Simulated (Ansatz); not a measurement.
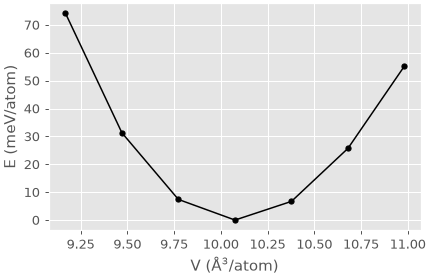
Fig. 1. ZrB$_{2}$ in space group P6/mmm (No. 191; Zr on 1a, B on 2d) under volume change, PBEsol in the plane-wave PAW code Ansatz, shape and atoms relaxed at each volume.

Question: What does a third-order Birch–Murnaghan fit give for V₀, B₀ and B′?

Answer: V₀ = 10.08 Å³/atom, B₀ = 250 GPa, B′ = 3.9.

Symmetry was held in the PBEsol relaxation; of distortions, only those at the zone centre were tested. No spin polarisation was allowed.

Potentials: the later of the program's two PAW sets.
